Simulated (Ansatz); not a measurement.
Consider Ca$_{2}$ScAuC$_{6}$N$_{6}$.

Input

```
crystal:
  lattice:
    - [0.0, 5.7929485106, 5.7929485106]
    - [5.7929485106, 0.0, 5.7929485106]
    - [5.7929485106, 5.7929485106, 0.0]
  atoms:
    - { symbol: Ca, position: [0.25, 0.25, 0.25], spin: 0.48 }
    - { symbol: Ca, position: [0.75, 0.75, 0.75], spin: 0.48 }
    - { symbol: Sc, position: [0.5, 0.5, 0.5] }
    - { symbol: C, position: [0.7893862843, 0.2106137157, 0.2106137157] }
    - { symbol: C, position: [0.2106137157, 0.7893862843, 0.2106137157] }
    - { symbol: C, position: [0.2106137157, 0.2106137157, 0.7893862843] }
    - { symbol: C, position: [0.2106137157, 0.7893862843, 0.7893862843] }
    - { symbol: C, position: [0.7893862843, 0.2106137157, 0.7893862843] }
    - { symbol: C, position: [0.7893862843, 0.7893862843, 0.2106137157] }
    - { symbol: Au, position: [0.0, 0.0, 0.0] }
    - { symbol: "N", position: [0.6877145716, 0.3122854284, 0.3122854284] }
    - { symbol: "N", position: [0.3122854284, 0.6877145716, 0.3122854284] }
    - { symbol: "N", position: [0.3122854284, 0.3122854284, 0.6877145716] }
    - { symbol: "N", position: [0.3122854284, 0.6877145716, 0.6877145716] }
    - { symbol: "N", position: [0.6877145716, 0.3122854284, 0.6877145716] }
    - { symbol: "N", position: [0.6877145716, 0.6877145716, 0.3122854284] }
basis:
  ecutwfc: 420
kpoints:
  mp_grid: { grid: [6, 6, 6] }
  band_path:
    path:
      - [[0.0, 0.0, 0.0], [0.5, 0.0, 0.5], [0.625, 0.25, 0.625]]
      - [[0.375, 0.375, 0.75], [0.0, 0.0, 0.0], [0.5, 0.5, 0.5], [0.5, 0.25, 0.75], [0.5, 0.0, 0.5]]
    npoints: 10
hamiltonian:
  xc: pbe
scf:
  occupations: { method: gaussian, width: 0.1 }
  n_extra_bands: 40
output:
  forces: true
  stress: true
  eigenvalues: true
  populations: true
  dos: { projected: true, de: 0.02, nscf_kmesh: { grid: [8, 8, 8] } }
  bader: false
  write_density: true
  write_potential: true
  elf: true
  volumetric_format: npy
magnetization:
  spin_polarized: true
checkpoint:
  read: start.run
  write: ck
  compress: false
  write_wavefunctions: false
  write_every: 100000
```

Run with:

```sh
ansatz run input.yaml --threads 1 --pin off --max-ram 2560MiB --backend cpu --events-out ev --progress --plain --runs-dir out
```

Below, planes, directions and counts refer to the conventional cell (a = 11.59 Å, b = 11.59 Å, c = 11.59 Å, α = 90.00°, β = 90.00°, γ = 90.00°).

Space group Fm-3m; a structure generated by program, which may or may not match a known phase; spin-polarised.

These are results of Ansatz 0.2.0, DFT PBE, scalar-relativistic, plane waves, PAW, not measurements.

### What will maps of the valence pseudo-density, electron localisation function and spin density show?

C–N (1.18 Å): the density is about 3.5 e/Å³ at the midpoint; the ELF peaks at about 0.85 between the atoms.
Sc–N (2.17 Å): ρ is about 0.45 e/Å³ halfway; the ELF peaks at about 0.90 in the valence shell of N, 0.7 Å from its nucleus, and is about 0.20 at the midpoint; no localised pair shows between them.
Au–C (2.44 Å): ρ at the midpoint is about 0.43 e/Å³; the ELF is about 0.15 at the midpoint (no shared electron pair shows on this line).
Ca–C (4.12 Å): ρ at the midpoint is about 0.02 e/Å³; the ELF is about 0.10 at the midpoint (no shared electron pair shows on this line).
The spin density sits on Ca: +0.4 μB (×8) in one cell of 64 atoms: parallel main moments (a ferromagnetic arrangement) in this solution. The cell of the calculation (16 atoms) carries 1.8 μB of net spin moment.

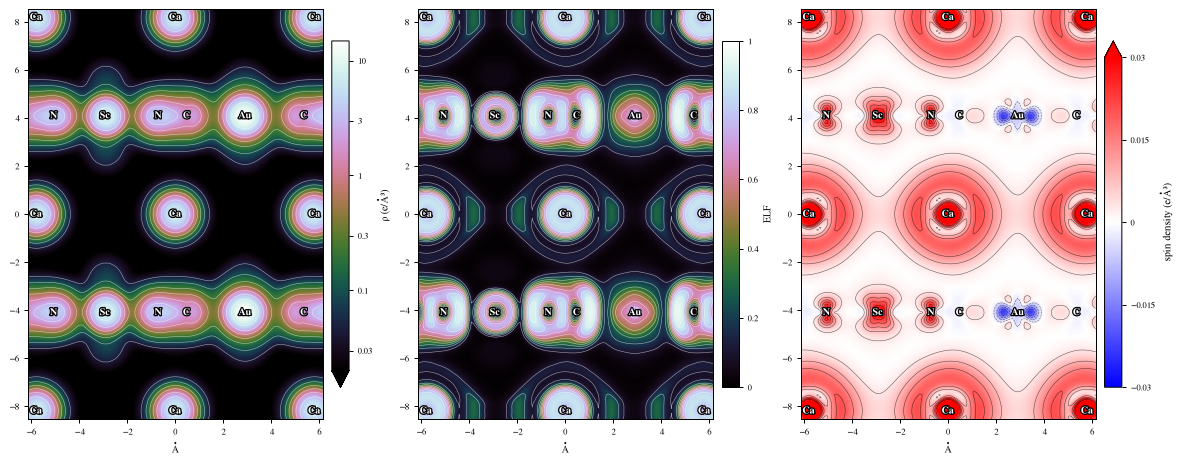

Computed valence pseudo-density, electron localisation function and spin density on the (110) plane of the conventional cell, in this order. 

In a PAW calculation such maps are meaningful between the atoms, not at the nuclei.
